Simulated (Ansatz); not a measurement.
# Geometry relaxation of GeH3OF

GeH3OF, computed with RKS PBE-D4/def2-SVP (Ansatz 0.2.0).

It belongs to a series of runs on one base structure; here: end point A relaxed. Figures and captions count atoms from 1; the log counts them from 0 in places.

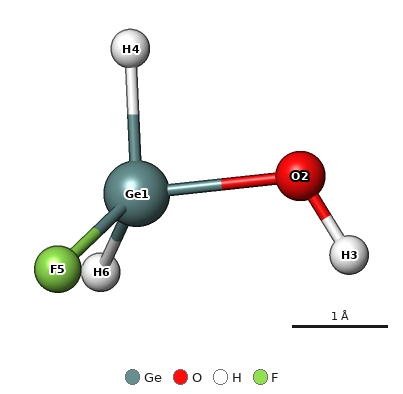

Fig. 1: The structure as given in the input (ball-and-stick view, seen on its broad side; atoms are numbered from 1 in the order of the input). Sticks mark near contacts. Bond lengths as drawn: F–Ge 1.76 Å, Ge–H 1.53 to 1.55 Å, Ge–O 1.77 Å and H–O 0.98 Å.

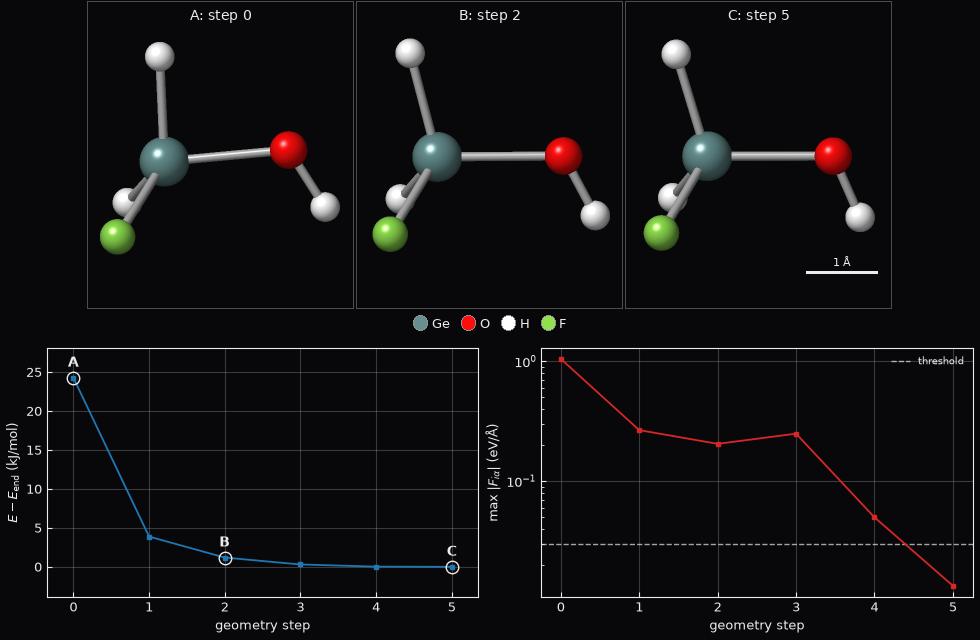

Fig. 2: Frames of the relaxation (ball-and-stick view, seen at a tilt) above the curves, on which the letters mark them (the first geometry is step 0 here and step 1 in the log).

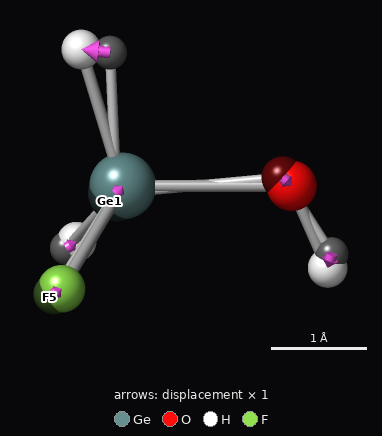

Fig. 3: Start (faint) and end (solid) with the displacements as pink arrows, at true length (ball-and-stick view, seen at a tilt). The two geometries are laid on each other by the best rigid fit. Over 5 geometry steps the energy falls by 24.3 kJ/mol. Largest force component: 1.1 eV/Å at the start, 0.013 eV/Å at the end. The atom that moves furthest after the best rigid fit is H4 (0.31 Å). Largest moves by element: H 0.31 Å, O 0.13 Å, Ge 0.10 Å, F 0.10 Å. Among the contacts that change: Ge1–O2 1.768 → 1.784 Å, Ge1–H4 1.530 → 1.541 Å. Among the angles that change: O2–Ge1–H4 85.9° → 105.3°, H4–Ge1–H6 124.4° → 117.3°, H4–Ge1–F5 113.0° → 108.3°. (Atoms are counted from 1 in the order of the input.)

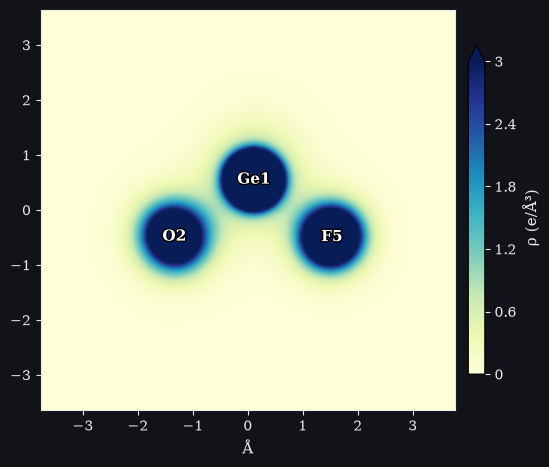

Fig. 4: Total electron density on the plane of atoms O2, Ge1 and F5. Atoms in the plane: Ge, O and F. Ge–F (1.76 Å): ρ at the midpoint is about 0.87 e/Å³. Ge–O (1.78 Å): ρ is about 0.94 e/Å³ halfway.

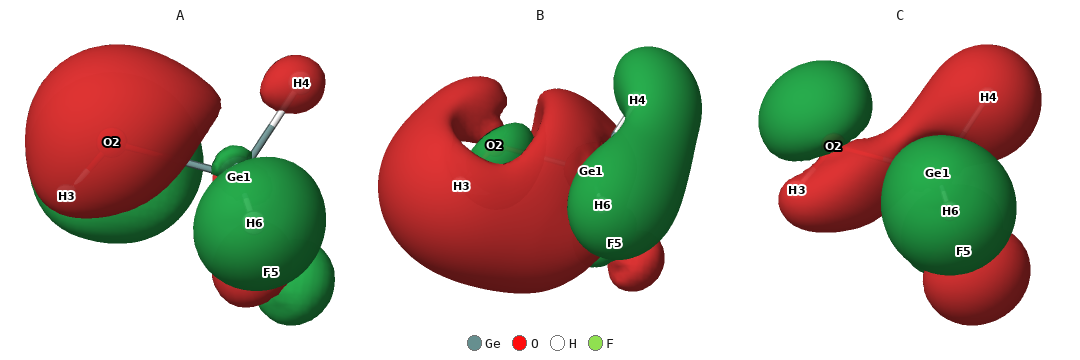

Fig. 5: Three frontier orbitals at ±0.08 Å⁻³ᐟ² (green and red are the two phases). C is the HOMO−1 (−7.88 eV). By Hirshfeld shares it lies mainly on F5 (30 %), O2 (30 %), Ge1 (15 %) and H6 (15 %). A is the HOMO (−7.31 eV). B is the LUMO (−0.40 eV). Its weight (Hirshfeld) is mainly on Ge1 (40 %), O2 (20 %), H3 (15 %), F5 (10 %) and H6 (10 %). The HOMO–LUMO gap is 6.91 eV between the orbital energies.

The input that produced these results follows, with the program's output.

### The input
```yaml
crystal:
  periodic: [false, false, false]
  atoms:
    - { symbol: Ge, position_ang: [0.271373, -0.079358, 0.00468] }
    - { symbol: O, position_ang: [0.734521, -0.072118, 1.710514] }
    - { symbol: H, position_ang: [-0.001337, -0.193716, 2.34165] }
    - { symbol: H, position_ang: [1.76506, 0.07882, -0.288088] }
    - { symbol: F, position_ang: [-0.662704, 1.355261, -0.400234] }
    - { symbol: H, position_ang: [-0.595012, -1.264189, -0.485323] }
basis:
  gaussian: { orbitals: def2-SVP }
hamiltonian:
  xc: pbe
  dispersion: d4
relax:
  f_tol: 0.03
  max_steps: 50
output:
  orbitals: {}
```

Launched with:
```bash
ansatz run input.yaml --threads 2 --pin off --max-ram 3072MiB --backend cpu --events-out ev --progress --plain --runs-dir out
```

### Output
```
The last accepted step is kept in [file] (removed where the run ends without a failure and the disk answers)
Engine: ansatz 0.2.0, aarch64-unknown-linux-gnu
Functional definition: PBE
  parameter kappa = 0.804
  parameter beta = 0.06672455060314922
  exchange = pbe_x(kappa = kappa, mu = beta*pi^2/3)
  correlation = pbe_c(beta = beta)
816 factors; their error is unknown
mean field evaluation 1: about -61300.7558 eV, gradient 6.6e1 eV
mean field evaluation 2: about -61248.8160 eV, gradient 1.7e2 eV
mean field evaluation 4: about -61307.2073 eV, gradient 1.9e1 eV
mean field evaluation 8: about -61307.8014 eV, gradient 2.5e-1 eV
mean field evaluation 16: about -61307.7532 eV, gradient 1.3e-5 eV
mean field -61307.75319205 eV, -2253.0183739203 hartree, gradient 1.3e-5 eV, S^2 0.000000; 0 other end points of the search recorded, 0 dependent functions left out
the calculation of the forces begins
reference -61307.75322166 eV, -2253.0183750085 hartree; 26, 26 occupied and 49, 49 virtual orbitals, 816 factors
relax step   1: F+E_penalty+E_count = -61307.82879297 eV  Δ(F+E_penalty+E_count) = +0.000e0 eV  max|allowed force component| = 1.051e0 eV/Å  Δτ_max = 0.0000 Å  (25 SCF iters, accepted)
these checks for a lower state are left out or cut short: starts, cluster_reference, orbital_swaps, neighbouring_geometries, increment
816 factors; their error is unknown
mean field -61307.96445493 eV, -2253.0261376880 hartree, gradient 2.2e-5 eV, S^2 0.000000; 0 other end points of the search recorded, 0 dependent functions left out
the calculation of the forces begins
reference -61307.96448415 eV, -2253.0261387615 hartree; 26, 26 occupied and 49, 49 virtual orbitals, 816 factors
relax step   2: F+E_penalty+E_count = -61308.04011858 eV  Δ(F+E_penalty+E_count) = -2.113e-1 eV  max|allowed force component| = 2.672e-1 eV/Å  Δτ_max = 0.1962 Å  (27 SCF iters, accepted)
these checks for a lower state are left out or cut short: starts, cluster_reference, orbital_swaps, neighbouring_geometries, increment
816 factors; their error is unknown
mean field -61307.99231350 eV, -2253.0271614712 hartree, gradient 4.4e-5 eV, S^2 0.000000; 0 other end points of the search recorded, 0 dependent functions left out
the calculation of the forces begins
reference -61307.99234277 eV, -2253.0271625469 hartree; 26, 26 occupied and 49, 49 virtual orbitals, 816 factors
relax step   3: F+E_penalty+E_count = -61308.06805172 eV  Δ(F+E_penalty+E_count) = -2.793e-2 eV  max|allowed force component| = 2.052e-1 eV/Å  Δτ_max = 0.0735 Å  (23 SCF iters, accepted)
these checks for a lower state are left out or cut short: starts, cluster_reference, orbital_swaps, neighbouring_geometries, increment
816 factors; their error is unknown
mean field evaluation 32: about -61308.0013 eV, gradient 6.1e-2 eV
mean field -61308.00135557 eV, -2253.0274937614 hartree, gradient 5.8e-5 eV, S^2 0.000000; 0 other end points of the search recorded, 0 dependent functions left out
the calculation of the forces begins
reference -61308.00138473 eV, -2253.0274948329 hartree; 26, 26 occupied and 49, 49 virtual orbitals, 816 factors
relax step   4: F+E_penalty+E_count = -61308.07723726 eV  Δ(F+E_penalty+E_count) = -9.186e-3 eV  max|allowed force component| = 2.495e-1 eV/Å  Δτ_max = 0.0710 Å  (24 SCF iters, accepted)
these checks for a lower state are left out or cut short: starts, cluster_reference, orbital_swaps, neighbouring_geometries, increment
816 factors; their error is unknown
mean field -61308.00424926 eV, -2253.0276001025 hartree, gradient 4.5e-5 eV, S^2 0.000000; 0 other end points of the search recorded, 0 dependent functions left out
the calculation of the forces begins
reference -61308.00427847 eV, -2253.0276011759 hartree; 26, 26 occupied and 49, 49 virtual orbitals, 816 factors
relax step   5: F+E_penalty+E_count = -61308.08012356 eV  Δ(F+E_penalty+E_count) = -2.886e-3 eV  max|allowed force component| = 5.001e-2 eV/Å  Δτ_max = 0.0153 Å  (25 SCF iters, accepted)
these checks for a lower state are left out or cut short: starts, cluster_reference, orbital_swaps, neighbouring_geometries, increment
816 factors; their error is unknown
mean field -61308.00450145 eV, -2253.0276093701 hartree, gradient 4.5e-5 eV, S^2 0.000000; 0 other end points of the search recorded, 0 dependent functions left out
the calculation of the forces begins
reference -61308.00453065 eV, -2253.0276104434 hartree; 26, 26 occupied and 49, 49 virtual orbitals, 816 factors
relax step   6: F+E_penalty+E_count = -61308.08037581 eV  Δ(F+E_penalty+E_count) = -2.522e-4 eV  max|allowed force component| = 1.342e-2 eV/Å  Δτ_max = 0.0080 Å  (25 SCF iters, accepted)
816 factors; their error is unknown
mean field -61308.00450145 eV, -2253.0276093701 hartree, gradient 4.5e-5 eV, S^2 0.000000; 1 other end points of the search recorded, 0 dependent functions left out
the calculation of the forces begins
reference -61308.00453065 eV, -2253.0276104434 hartree; 26, 26 occupied and 49, 49 virtual orbitals, 816 factors
Total energy: -61308.08040501 eV, -2253.0303987748 hartree
Atom 0 at     0.360047    -0.067797     0.059033 Å, force     0.010892     0.002311    -0.013422 eV/Å
Atom 1 at     0.663823    -0.072207     1.816905 Å, force    -0.008687    -0.004712     0.000873 eV/Å
Atom 2 at    -0.159245    -0.213674     2.321098 Å, force     0.003407     0.002302     0.002453 eV/Å
Atom 3 at     1.748438     0.085466    -0.591868 Å, force    -0.002532     0.000560     0.002368 eV/Å
Atom 4 at    -0.591563     1.362466    -0.327309 Å, force    -0.001625    -0.000283     0.002293 eV/Å
Atom 5 at    -0.509599    -1.269554    -0.394660 Å, force    -0.001454    -0.000179     0.005434 eV/Å
Dipole moment:    -0.072831    -0.374935     0.037927 e Å
```

### Trajectory as extended XYZ (Å, eV, eV/Å), 6 frames, from step=1 to step=6
```
6
Properties=species:S:1:pos:R:3:forces:R:3 step=1 energy=-61307.82879
Ge    0.2714   -0.0794    0.0047    0.5967   0.0659  -0.0410
O     0.7345   -0.0721    1.7105   -0.6912  -0.1198   1.0269
H    -0.0013   -0.1937    2.3417    0.0303   0.0219   0.0462
H     1.7651    0.0788   -0.2881    0.0885   0.0313  -1.0510
F    -0.6627    1.3553   -0.4002   -0.0190   0.0032   0.0092
H    -0.5950   -1.2642   -0.4853   -0.0053  -0.0025   0.0097
6
Properties=species:S:1:pos:R:3:forces:R:3 step=2 energy=-61308.04012
Ge    0.3347   -0.0697    0.0354    0.1673  -0.0449   0.1534
O     0.6801   -0.0802    1.7873   -0.0557   0.0086   0.0539
H    -0.0836   -0.2027    2.3797   -0.1082  -0.0008  -0.1163
H     1.7898    0.0819   -0.4827   -0.2672   0.0092  -0.2029
F    -0.6455    1.3343   -0.3797    0.1244   0.0705   0.0570
H    -0.5635   -1.2389   -0.4567    0.1395  -0.0427   0.0547
6
Properties=species:S:1:pos:R:3:forces:R:3 step=3 energy=-61308.06805
Ge    0.3482   -0.0703    0.0476    0.0744  -0.0089   0.0980
O     0.6616   -0.0857    1.8070    0.0820   0.0285  -0.0607
H    -0.1208   -0.1988    2.3764   -0.1006  -0.0087  -0.1343
H     1.7707    0.0866   -0.5535   -0.2052  -0.0097   0.0055
F    -0.6161    1.3485   -0.3565    0.0756   0.0108   0.0487
H    -0.5317   -1.2555   -0.4377    0.0737  -0.0121   0.0428
6
Properties=species:S:1:pos:R:3:forces:R:3 step=4 energy=-61308.07724
Ge    0.3619   -0.0673    0.0549   -0.2495  -0.0471   0.0673
O     0.6638   -0.0699    1.8099    0.0521   0.0132   0.0652
H    -0.1517   -0.2272    2.3191   -0.0474  -0.0055   0.0234
H     1.7402    0.0953   -0.5764    0.2386  -0.0044  -0.1396
F    -0.5835    1.3631   -0.3421   -0.0297   0.0235   0.0008
H    -0.5188   -1.2692   -0.3822    0.0359   0.0204  -0.0171
6
Properties=species:S:1:pos:R:3:forces:R:3 step=5 energy=-61308.08012
Ge    0.3596   -0.0675    0.0570   -0.0500  -0.0055   0.0049
O     0.6610   -0.0730    1.8139    0.0430   0.0092   0.0274
H    -0.1552   -0.2174    2.3269   -0.0286  -0.0025  -0.0108
H     1.7469    0.0887   -0.5885    0.0383  -0.0043  -0.0202
F    -0.5889    1.3638   -0.3337   -0.0067  -0.0017   0.0045
H    -0.5115   -1.2700   -0.3925    0.0040   0.0047  -0.0058
6
Properties=species:S:1:pos:R:3:forces:R:3 step=6 energy=-61308.08038
Ge    0.3600   -0.0678    0.0590    0.0109   0.0023  -0.0134
O     0.6638   -0.0722    1.8169   -0.0087  -0.0047   0.0009
H    -0.1592   -0.2137    2.3211    0.0034   0.0023   0.0025
H     1.7484    0.0855   -0.5919   -0.0025   0.0006   0.0024
F    -0.5916    1.3625   -0.3273   -0.0016  -0.0003   0.0023
H    -0.5096   -1.2696   -0.3947   -0.0015  -0.0002   0.0054
```

### Summary

- outcome: converged
- total energy: −61308.0804 eV
- mean-field energy: −61308.0045 eV
- largest force (length of the vector) at the end: 0.017 eV/Å
- hardware: 2 threads of Arm Neoverse V2, 24 GiB of memory available, shared host
- wall time: 5.6 s (CPU time 11 s)
- peak memory: 0.13 GiB
